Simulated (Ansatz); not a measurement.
# Al2P (quartet): correlated methods under varied settings at a displaced geometry (v1)

Aim: run Al2P (quartet) at one geometry under a spread of methods and options, and see what each costs and gives.

Computed with Ansatz 0.2.0, Gaussian basis. Level: the settings change from run to run.

38 further runs of the same task are left out: 14 for a known fault of the program, 11 that didn't finish, 13 set aside as unsound or not needed.

## Step 1: The system

The geometry is a PBE0/def2-TZVP stationary point (not a proven minimum) with its atoms shifted at random (size 0.040 Å).

3 atoms, charge 0, spin multiplicity 4.

Atoms are counted from 1 here; the program's logs count them from 0.

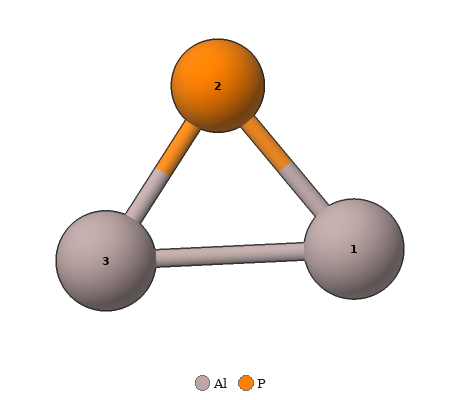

The geometry (aluminium light grey, phosphorus orange); atoms are numbered from 1 in the order of the file.

## Step 2: HF/cc-pVDZ

File in.yaml:

```yaml
crystal:
  periodic: [false, false, false]
  atoms:
    - {symbol: Al, position_ang: [-0.014668, -0.673127, -1.311553]}
    - {symbol: P, position_ang: [-0.015501, 1.135131, 0.009994]}
    - {symbol: Al, position_ang: [0.032463, -0.629959, 1.300081]}
basis:
  gaussian: {orbitals: cc-pVDZ}
magnetization: {spin_polarized: false, initial_magnetization: 3}
hamiltonian: {xc: hf}
output: {orbitals: {seedname: orbitals}}
```

Run with:

```sh
> ansatz run in.yaml --threads 1 --pin off --events-out ev --progress --plain --max-ram 2393MiB
```

What it wrote:

```text
Functional definition: HF
  name "HF"
  cite "Fock, Z. Phys. 61, 126 (1930) doi:10.1007/BF01340294"
  parent pbe
  exchange = exact_x
  correlation = 0
556 factors; integrals over basis functions are off by at most 6.1e-4 eV
mean field evaluation 1: about -22435.0017 eV, gradient 9.3e0 eV
mean field evaluation 2: about -22435.2640 eV, gradient 9.5e0 eV
mean field evaluation 4: about -22436.0931 eV, gradient 2.4e0 eV
mean field evaluation 8: about -22436.2795 eV, gradient 6.5e-1 eV
mean field evaluation 16: about -22436.3007 eV, gradient 2.2e-4 eV
mean field evaluation 32: about -22435.2548 eV, gradient 2.8e0 eV
mean field evaluation 64: about -22435.6658 eV, gradient 1.2e0 eV
mean field -22436.30073956 eV, -824.5188443080 hartree, gradient 2.3e-5 eV, S^2 3.750000; 3 other end points of the search recorded, 0 dependent functions left out
reference -22436.30073956 eV, -824.5188443080 hartree; 22, 19 occupied and 32, 35 virtual orbitals, 556 factors
Total energy: -22436.30073956 eV, -824.5188443080 hartree
```

Wall time 4.3 s (1 thread of AMD EPYC, shared host).

## Step 3: MP2 on ROHF/def2-SVP

Changes to in.yaml since step 2:

```diff
@@ -7,5 +7,4 @@
 basis:
-  gaussian: {orbitals: cc-pVDZ}
+  gaussian: {orbitals: def2-SVP}
 magnetization: {spin_polarized: false, initial_magnetization: 3}
-hamiltonian: {xc: hf}
-output: {orbitals: {seedname: orbitals}}
+correlation: {method: mp2, electrons: outside_noble_gas}
```

Launched as before.

What it wrote (excerpt; [...] marks lines left out):

```text
Functional definition: HF
  name "HF"
  cite "Fock, Z. Phys. 61, 126 (1930) doi:10.1007/BF01340294"
  parent pbe
[...]
474 factors; integrals over basis functions are off by at most 1.0e-3 eV
[...]
mean field -22428.88981072 eV, -824.2464976963 hartree, gradient 4.5e-6 eV, S^2 3.750000; 6 other end points of the search recorded, 0 dependent functions left out
[...]
15 core orbitals not correlated: weight in the atoms' cores, before any rotation towards them, 1.000 or more for the frozen orbitals, at most 0.000 for the correlated occupied ones
reference -22428.88981072 eV, -824.2464976963 hartree; 7, 4 occupied and 32, 35 virtual orbitals, 474 factors
second order -5.28682223 eV of doubles, -0.09876182 eV of singles
Total energy: -22434.27539476 eV, -824.4444142596 hartree
```

Wall time 9 s (1 thread of AMD EPYC, shared host).

## Step 4: CCSD(T)/STO-3G

Changes to in.yaml since step 3:

```diff
@@ -7,4 +7,6 @@
 basis:
-  gaussian: {orbitals: def2-SVP}
+  gaussian: {orbitals: STO-3G}
 magnetization: {spin_polarized: false, initial_magnetization: 3}
-correlation: {method: mp2, electrons: outside_noble_gas}
+hamiltonian: {xc: {name: B3LYP}}
+correlation: {method: ccsd_t, electrons: valence}
+output: {forces: true}
```

The command is unchanged.

What it wrote (excerpt; [...] marks lines left out):

```text
Functional definition: B3LYP
  name "B3LYP"
  cite "Stephens, Devlin, Chabalowski & Frisch, J. Phys. Chem. 98, 11623 (1994) doi:10.1021/j100096a001"
  cite "Becke, Phys. Rev. A 38, 3098 (1988) doi:10.1103/PhysRevA.38.3098"
  cite "Lee, Yang & Parr, Phys. Rev. B 37, 785 (1988) doi:10.1103/PhysRevB.37.785"
  cite "Vosko, Wilk & Nusair, Can. J. Phys. 58, 1200 (1980) doi:10.1139/p80-159"
[...]
284 factors; integrals over basis functions are off by at most 1.0e-4 eV
[...]
mean field -22212.43633632 eV, -816.2919792298 hartree, gradient 6.5e-6 eV, S^2 3.750000; 6 other end points of the search recorded, 0 dependent functions left out
[...]
15 core orbitals not correlated: weight in the atoms' cores, before any rotation towards them, 0.999 or more for the frozen orbitals, at most 0.001 for the correlated occupied ones
reference -22169.60678575 eV, -814.7180222770 hartree; 7, 4 occupied and 5, 8 virtual orbitals, 284 factors
second order -2.74677645 eV of doubles, -0.30966698 eV of singles
cycle   1  -3.00331835 eV  change    4.2e-2 eV  update   1.2e-1
[...]
cycle  17  -3.31486541 eV  change   -6.4e-8 eV  update   2.8e-7
perturbative correction -0.20931333 eV, -0.0076921229 hartree
[...]
Total energy: -22173.13096448 eV, -814.8475334567 hartree
Atom 0 at    -0.014668    -0.673127    -1.311553 Å, force     0.031218     0.710702     2.245582 eV/Å
Atom 1 at    -0.015501     1.135131     0.009994 Å, force     0.004409    -0.832510    -0.388165 eV/Å
Atom 2 at     0.032463    -0.629959     1.300081 Å, force    -0.035627     0.121808    -1.857416 eV/Å
Dipole moment:     0.006990    -0.521781    -0.011974 e Å
```

Run time: 10 s. Hardware: 1 thread of AMD EPYC, shared host.

From the report: correlation -3.5242 eV; T1 0.018; largest double amplitude 0.08. The orbitals are Kohn-Sham ones, so correlation energy and T1 don't compare with those on Hartree-Fock orbitals.

## Step 5: CASSCF(5,6)/cc-pVDZ

Changes to in.yaml since step 4:

```diff
@@ -7,6 +7,4 @@
 basis:
-  gaussian: {orbitals: STO-3G}
+  gaussian: {orbitals: cc-pVDZ}
 magnetization: {spin_polarized: false, initial_magnetization: 3}
-hamiltonian: {xc: {name: B3LYP}}
-correlation: {method: ccsd_t, electrons: valence}
-output: {forces: true}
+correlation: {active_space: {window: {electrons: 5, orbitals: 6}}}
```

The command is unchanged.

What it wrote:

```text
Functional definition: HF
  name "HF"
  cite "Fock, Z. Phys. 61, 126 (1930) doi:10.1007/BF01340294"
  parent pbe
  exchange = exact_x
  correlation = 0
556 factors; integrals over basis functions are off by at most 6.1e-4 eV
mean field evaluation 1: about -22435.0017 eV, gradient 9.3e0 eV
mean field evaluation 2: about -22435.2640 eV, gradient 9.5e0 eV
mean field evaluation 4: about -22436.0931 eV, gradient 2.4e0 eV
mean field evaluation 8: about -22436.2795 eV, gradient 6.5e-1 eV
mean field evaluation 16: about -22436.3007 eV, gradient 2.2e-4 eV
mean field evaluation 32: about -22435.3540 eV, gradient 1.6e-4 eV
mean field evaluation 64: about -22435.3540 eV, gradient 1.0e-2 eV
mean field -22436.30073956 eV, -824.5188443080 hartree, gradient 8.1e-6 eV, S^2 3.750000; 6 other end points of the search recorded, 0 dependent functions left out
reference -22436.30073956 eV, -824.5188443080 hartree; 22, 19 occupied and 32, 35 virtual orbitals, 556 factors
state -22436.79532673 eV, -824.5370200513 hartree
Total energy: -22436.79532673 eV, -824.5370200513 hartree
```

It took 26 s on 1 thread of AMD EPYC, shared host.

From the report: 90 determinants; active occupations 1.96, 1.00, 1.00, 1.00, 0.03, 0.01.

## Step 6: CCSD(T) on ROHF/def2-mTZVP

Changes to in.yaml since step 5:

```diff
@@ -7,4 +7,4 @@
 basis:
-  gaussian: {orbitals: cc-pVDZ}
+  gaussian: {orbitals: def2-mTZVP}
 magnetization: {spin_polarized: false, initial_magnetization: 3}
-correlation: {active_space: {window: {electrons: 5, orbitals: 6}}}
+correlation: {method: ccsd_t, electrons: valence}
```

Same command.

What it wrote (excerpt; [...] marks lines left out):

```text
Functional definition: HF
  name "HF"
  cite "Fock, Z. Phys. 61, 126 (1930) doi:10.1007/BF01340294"
  parent pbe
[...]
557 factors; integrals over basis functions are off by at most 1.0e-3 eV
[...]
mean field -22436.13484684 eV, -824.5127478631 hartree, gradient 5.5e-6 eV, S^2 3.750000; 11 other end points of the search recorded, 0 dependent functions left out
[...]
determinant -22436.13484684 eV, -824.5127478631 hartree, with singles and doubles -22441.82957969 eV, -824.7220254351 hartree
determinant -22435.29017937 eV, -824.4817069059 hartree, with singles and doubles -22440.86576823 eV, -824.6866060172 hartree
determinant -22434.34726692 eV, -824.4470555124 hartree, with singles and doubles -22440.21320691 eV, -824.6626248311 hartree
determinant -22434.22153219 eV, -824.4424348465 hartree, with singles and doubles -22440.07214430 eV, -824.6574408759 hartree
determinant -22434.02658886 eV, -824.4352708114 hartree, with singles and doubles -22439.96487582 eV, -824.6534988319 hartree
determinant -22433.95191026 eV, -824.4325264231 hartree, with singles and doubles -22439.90342547 eV, -824.6512405732 hartree
determinant -22433.33765107 eV, -824.4099528146 hartree, with singles and doubles -22438.93198728 eV, -824.6155408781 hartree
15 core orbitals not correlated: weight in the atoms' cores, before any rotation towards them, 1.000 or more for the frozen orbitals, at most 0.000 for the correlated occupied ones
reference -22436.13484684 eV, -824.5127478631 hartree; 7, 4 occupied and 44, 47 virtual orbitals, 557 factors
second order -5.00755245 eV of doubles, -0.10361759 eV of singles
cycle   1  -5.67554536 eV  change   -1.2e-1 eV  update   1.8e-2
[...]
cycle  10  -5.69136073 eV  change    1.9e-6 eV  update   5.1e-6
perturbative correction -0.37363634 eV, -0.0137308822 hartree
Total energy: -22442.19984391 eV, -824.7356323944 hartree
```

Wall time 40 s (1 thread of AMD EPYC, shared host).

From the report: correlation -6.0650 eV; T1 0.039; largest double amplitude 0.07.

## Step 7: CCSD on ROHF/STO-3G

Changes to in.yaml since step 6:

```diff
@@ -7,4 +7,5 @@
 basis:
-  gaussian: {orbitals: def2-mTZVP}
+  gaussian: {orbitals: STO-3G}
 magnetization: {spin_polarized: false, initial_magnetization: 3}
-correlation: {method: ccsd_t, electrons: valence}
+correlation: {method: ccsd, electrons: all}
+accuracy: high
```

Same command.

What it wrote (excerpt; [...] marks lines left out):

```text
Functional definition: HF
  name "HF"
  cite "Fock, Z. Phys. 61, 126 (1930) doi:10.1007/BF01340294"
  parent pbe
[...]
499 factors; integrals over basis functions are off by at most 3.8e-9 eV
[...]
mean field -22170.01797239 eV, -814.7331331073 hartree, gradient 2.0e-8 eV, S^2 3.750000; 19 other end points of the search recorded, 0 dependent functions left out
[...]
determinant -22170.01797239 eV, -814.7331331073 hartree, with singles and doubles -22173.50940010 eV, -814.8614407090 hartree
determinant -22169.93618177 eV, -814.7301273575 hartree, with singles and doubles -22172.78697271 eV, -814.8348919923 hartree
determinant -22169.88484039 eV, -814.7282405965 hartree, with singles and doubles -22172.72773410 eV, -814.8327150137 hartree
determinant -22169.67852074 eV, -814.7206584895 hartree, with singles and doubles -22172.83538103 eV, -814.8366709653 hartree
determinant -22169.38420017 eV, -814.7098424081 hartree, with singles and doubles -22172.44973938 eV, -814.8224988960 hartree
determinant -22167.53942306 eV, -814.6420480997 hartree, with singles and doubles -22171.26936039 eV, -814.7791207681 hartree
determinant -22167.36443988 eV, -814.6356175865 hartree, with singles and doubles -22171.07338959 eV, -814.7719189742 hartree
determinant -22167.24933706 eV, -814.6313876358 hartree, with singles and doubles -22170.82001708 eV, -814.7626077060 hartree
determinant -22166.80444230 eV, -814.6150380548 hartree, with singles and doubles -22170.92500320 eV, -814.7664658749 hartree
determinant -22166.53471751 eV, -814.6051258516 hartree, with singles and doubles -22170.00534950 eV, -814.7326692246 hartree
reference -22170.01797239 eV, -814.7331331073 hartree; 22, 19 occupied and 5, 8 virtual orbitals, 499 factors
second order -2.71158051 eV of doubles, -0.16598618 eV of singles
cycle   1  -3.48942340 eV  change    2.0e-3 eV  update   1.5e-3
[...]
cycle  21  -3.48943688 eV  change   5.9e-10 eV  update   5.1e-9
Total energy: -22173.50740926 eV, -814.8613675473 hartree
```

It took 17 s on 1 thread of AMD EPYC, shared host.

From the report: correlation -3.4894 eV; T1 0.022; largest double amplitude 0.08.

## Step 8: MRCISD+Q(11,7)/6-31G

Changes to in.yaml since step 7:

```diff
@@ -7,5 +7,5 @@
 basis:
-  gaussian: {orbitals: STO-3G}
+  gaussian: {orbitals: 6-31G}
 magnetization: {spin_polarized: false, initial_magnetization: 3}
-correlation: {method: ccsd, electrons: all}
+correlation: {method: fic_mrcisd_q, electrons: valence, active_space: {window: {electrons: 11, orbitals: 7}}}
 accuracy: high
```

Launched as before.

What it wrote (excerpt; [...] marks lines left out):

```text
Functional definition: HF
  name "HF"
  cite "Fock, Z. Phys. 61, 126 (1930) doi:10.1007/BF01340294"
  parent pbe
[...]
842 factors; integrals over basis functions are off by at most 3.1e-9 eV
[...]
mean field -22433.46302626 eV, -824.4145602678 hartree, gradient 2.6e-8 eV, S^2 3.750000; 6 other end points of the search recorded, 0 dependent functions left out
reference -22433.46302626 eV, -824.4145602678 hartree; 22, 19 occupied and 17, 20 virtual orbitals, 842 factors
state -22433.55097091 eV, -824.4177921739 hartree
contracted CI cycle   1: correlation 0.00000000 eV, 0.0000000000 hartree, residual 1.01e1 eV
contracted CI cycle   2: correlation -2.86505725 eV, -0.1052889119 hartree, residual 2.54e0 eV
contracted CI cycle   3: correlation -3.10849073 eV, -0.1142349273 hartree, residual 6.98e-1 eV
[...]
contracted CI cycle   6: correlation -3.12993091 eV, -0.1150228393 hartree, residual 2.18e-2 eV
contracted CI cycle   7: correlation -3.12995000 eV, -0.1150235411 hartree, residual 6.56e-3 eV
contracted CI cycle   8: correlation -3.12995181 eV, -0.1150236076 hartree, residual 2.05e-3 eV
contracted CI cycle   9: correlation -3.12995200 eV, -0.1150236144 hartree, residual 7.01e-4 eV
contracted CI cycle  10: correlation -3.12995202 eV, -0.1150236151 hartree, residual 2.37e-4 eV
contracted CI cycle  11: correlation -3.12995202 eV, -0.1150236152 hartree, residual 8.13e-5 eV
contracted CI cycle  12: correlation -3.12995202 eV, -0.1150236152 hartree, residual 2.61e-5 eV
contracted CI cycle  13: correlation -3.12995202 eV, -0.1150236152 hartree, residual 7.79e-6 eV
contracted CI cycle  14: correlation -3.12995202 eV, -0.1150236152 hartree, residual 2.31e-6 eV
state -22433.55097091 eV, -824.4177921739 hartree; corrected -22437.07614618 eV, -824.5473399756 hartree
Total energy: -22437.07614618 eV, -824.5473399756 hartree
```

Run time: 8.5 s. Hardware: 1 thread of AMD EPYC, shared host.

From the report: 20 determinants; active occupations 2.00, 2.00, 1.99, 1.99, 1.01, 1.01, 1.00.

## Step 9: CCSDT on ROHF/cc-pVDZ

File in.yaml:

```yaml
crystal:
  periodic: [false, false, false]
  atoms:
    - {symbol: Al, position_ang: [-0.014668, -0.673127, -1.311553]}
    - {symbol: P, position_ang: [-0.015501, 1.135131, 0.009994]}
    - {symbol: Al, position_ang: [0.032463, -0.629959, 1.300081]}
basis:
  gaussian: {orbitals: cc-pVDZ}
magnetization: {spin_polarized: false, initial_magnetization: 3}
correlation: {method: ccsdt, electrons: valence, diis_vectors: 2}
```

Launched as before.

What it wrote (excerpt; [...] marks lines left out):

```text
Functional definition: HF
  name "HF"
  cite "Fock, Z. Phys. 61, 126 (1930) doi:10.1007/BF01340294"
  parent pbe
[...]
1041 factors; integrals over basis functions are off by at most 1.6e-7 eV
[...]
mean field -22436.30081402 eV, -824.5188470443 hartree, gradient 8.2e-6 eV, S^2 3.750000; 11 other end points of the search recorded, 0 dependent functions left out
[...]
determinant -22436.30081402 eV, -824.5188470443 hartree, with singles and doubles -22442.36797478 eV, -824.7418110899 hartree
determinant -22435.35405639 eV, -824.4840543430 hartree, with singles and doubles -22441.33950405 eV, -824.7040154877 hartree
determinant -22434.66295988 eV, -824.4586570148 hartree, with singles and doubles -22440.71772103 eV, -824.6811653831 hartree
determinant -22434.61234197 eV, -824.4567968410 hartree, with singles and doubles -22440.38796424 eV, -824.6690470447 hartree
determinant -22434.52826270 eV, -824.4537069848 hartree, with singles and doubles -22440.61134248 eV, -824.6772560433 hartree
determinant -22434.30067108 eV, -824.4453431470 hartree, with singles and doubles -22440.57728236 eV, -824.6760043571 hartree
determinant -22433.49650177 eV, -824.4157904700 hartree, with singles and doubles -22439.51186356 eV, -824.6368509386 hartree
15 core orbitals not correlated: weight in the atoms' cores, before any rotation towards them, 1.000 or more for the frozen orbitals, at most 0.000 for the correlated occupied ones
reference -22436.30081402 eV, -824.5188470443 hartree; 7, 4 occupied and 32, 35 virtual orbitals, 1041 factors
second order -5.38168987 eV of doubles, -0.10106948 eV of singles
cycle   1  -5.72094085 eV  change   -2.4e-1 eV  update   1.3e-1
[...]
cycle  33  -6.50271661 eV  change   -1.1e-7 eV  update   1.1e-6
Total energy: -22442.80353063 eV, -824.7578174719 hartree
```

It took 90 s on 1 thread of AMD EPYC, shared host.

From the report: correlation -6.5027 eV; T1 0.045; largest double amplitude 0.09.

## Step 10: MP2 on UHF/cc-pVDZ

Changes to in.yaml since step 9:

```diff
@@ -8,3 +8,3 @@
   gaussian: {orbitals: cc-pVDZ}
-magnetization: {spin_polarized: false, initial_magnetization: 3}
-correlation: {method: ccsdt, electrons: valence, diis_vectors: 2}
+magnetization: {spin_polarized: true, initial_magnetization: 3}
+correlation: {method: mp2, electrons: outside_noble_gas}
```

Same command.

What it wrote (excerpt; [...] marks lines left out):

```text
Functional definition: HF
  name "HF"
  cite "Fock, Z. Phys. 61, 126 (1930) doi:10.1007/BF01340294"
  parent pbe
[...]
556 factors; integrals over basis functions are off by at most 6.1e-4 eV
[...]
mean field -22436.49042841 eV, -824.5258152447 hartree, gradient 6.6e-6 eV, S^2 3.783305; 10 other end points of the search recorded, 0 dependent functions left out
15 core orbitals not correlated: weight in the atoms' cores, before any rotation towards them, 1.000 or more for the frozen orbitals, at most 0.000 for the correlated occupied ones
reference -22436.49042841 eV, -824.5258152447 hartree; 7, 4 occupied and 32, 35 virtual orbitals, 556 factors
second order -5.26024203 eV of doubles, -0.00000000 eV of singles
Total energy: -22441.75067044 eV, -824.7191255737 hartree
```

It took 6.5 s on 1 thread of AMD EPYC, shared host.

From the report: ⟨S²⟩ of the determinant 3.783 (pure quartet: 3.75).

## Step 11: All runs side by side

Where basis and cores are those of an earlier UCCSDT(Q)/cc-pVDZ run (-22442.8477 eV), and the state is the same kind, the miss against it is given.

```csv
level,correlated,functions,energy (eV),from UCCSDT(Q) (meV),time
HF/cc-pVDZ,,54,-22436.3007,6546.9,4.3 s
MP2 on ROHF/def2-SVP,outside noble gas,54,-22434.2754,,9 s
CCSD(T)/STO-3G (on B3LYP orbitals),valence,27,-22173.1310,,10 s
"CASSCF(5,6)/cc-pVDZ",,54,-22436.7953,6052.3,26 s
CCSD(T) on ROHF/def2-mTZVP,valence,66,-22442.1998,,40 s
CCSD on ROHF/STO-3G,all,27,-22173.5074,,17 s
"MRCISD+Q(11,7)/6-31G",valence,39,-22437.0761,,8.5 s
CCSDT on ROHF/cc-pVDZ,valence,54,-22442.8035,44.1,90 s
MP2 on UHF/cc-pVDZ,outside noble gas,54,-22441.7507,1097.0,6.5 s
```

## Step 12: Outcome

| quantity | value |
| --- | --- |
| runs | 9 |
| quickest | HF/cc-pVDZ, 4.3 s |
| slowest | CCSDT on ROHF/cc-pVDZ, 90 s |

In words: Total energies in different bases, with other cores or another treatment of relativity can't be set against each other. CCSDT on ROHF/cc-pVDZ took 21 times as long as HF/cc-pVDZ; the jobs differ in more than the method. Among the correlated runs with a miss given, it spans +44 to +1097 meV. Hartree-Fock, CASSCF and CASCI lack dynamic correlation by design.
